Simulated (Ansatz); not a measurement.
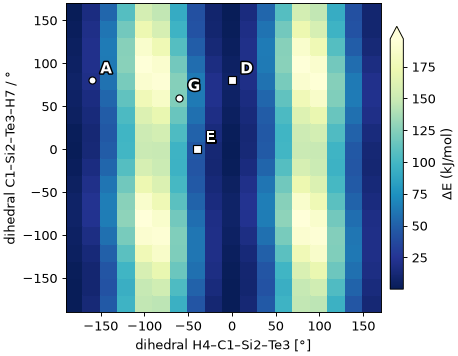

CH4SiTe, SMILES C=[SiH][TeH]. The first coordinate is: dihedral H4–C1–Si2–Te3; the second: dihedral C1–Si2–Te3–H7. Nothing is relaxed (all other coordinates rigid). Grid: 18 × 18 points. Points are written as (first, second). All energies are given in kJ/mol relative to the relaxed molecule at the same level. Computed with RHF/def2-TZVP (Ansatz 0.2.0).

In the figure: one coloured cell a grid point, one colour for all values above the top of the scale, lettered points.

**What kind of point is each of D, E, G: minimum, saddle, maximum or slope?**

D: saddle point; E: on a slope; G: on a slope. (In these two coordinates alone; a stationary point may lie a little off the grid point.)

**Rank the lettered points by energy, lowest first.**

D (6 kJ/mol), A (19 kJ/mol), E (46 kJ/mol), G (123 kJ/mol).
